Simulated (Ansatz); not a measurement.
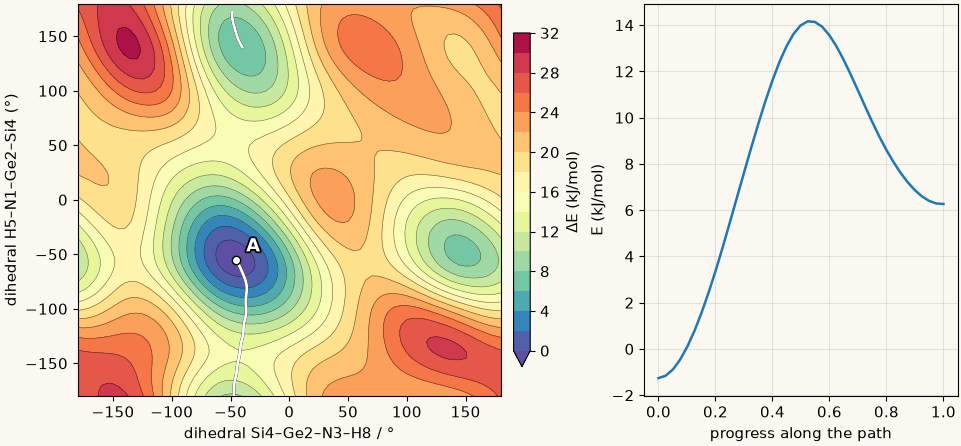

GeH₈N₂Si, SMILES [NH2][GeH]([NH2])[SiH3]. 
- First axis: dihedral Si4–Ge2–N3–H8. Second axis: dihedral H5–N1–Ge2–Si4.
- Nothing is relaxed (all other coordinates rigid).
- Grid: 9 × 9 points.
- Points are written as (first, second).
- All energies are given in kJ/mol relative to the lowest grid point.
- Theory: RKS PBE-D4/def2-TZVP (Ansatz 0.2.0).

The picture shows filled contours, a line along the lowest path, the energy along the path at the right, the start A. Between grid points the surface is interpolated.

Question: Describe the path and its barrier.

Answer: The easiest path leads from the well at about (−45°, −55°) to the well at about (−40°, 140°), about 7.5 kJ/mol higher. Its highest point lies about 15 kJ/mol above the bottom of the first well on the interpolated surface, at about (−40°, −140°). Seen from the upper well the barrier is about 7.9 kJ/mol. The start is the relaxed structure and all else is held, so a fully relaxed path at this level can only be lower.
